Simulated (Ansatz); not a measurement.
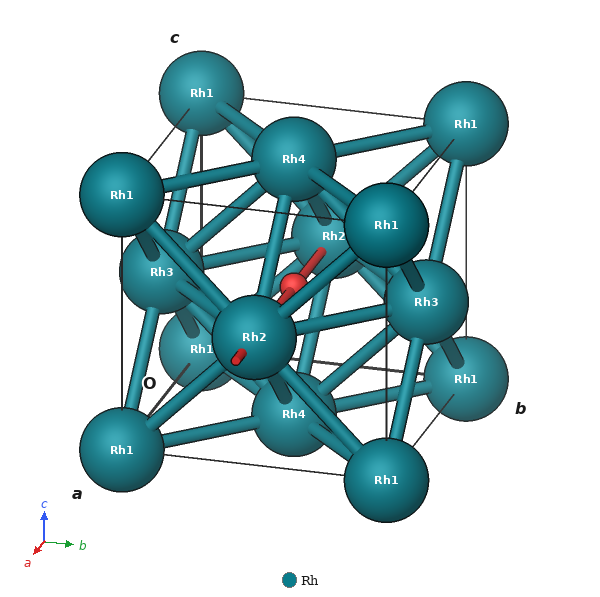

The coloured rod is the axis of a symmetry operation of the crystal, the small sphere its inversion point. Crystal: Rh, the input geometry of an electronic-structure calculation (not necessarily at equilibrium). All values are computed from the atomic coordinates in the standard setting (tolerance 0.002 Å).

a = 3.800 Å, b = 3.800 Å, c = 3.800 Å, α = 90.00°, β = 90.00°, γ = 90.00°.

| atom | x | y | z |
| --- | --- | --- | --- |
| Rh1 | 0.0000 | 0.0000 | 0.0000 |
| Rh2 | 0.0000 | 0.5000 | 0.5000 |
| Rh3 | 0.5000 | 0.0000 | 0.5000 |
| Rh4 | 0.5000 | 0.5000 | 0.0000 |

Take the operation x, y, z → −x+1, z, −y+1.

Question: What kind of operation is it, and where does it lie?

Answer: It is a −4 rotoinversion axis with its inversion point at (1/2, 1/2, 1/2), along [1 0 0].

Question: Onto which atom does it carry each atom (up to whole multiples of a, b and c)?

Answer: Rh1 → Rh1, Rh2 → Rh2, Rh3 → Rh4, Rh4 → Rh3.

Question: What is the crystal's space group?

Answer: Fm-3m, No. 225.
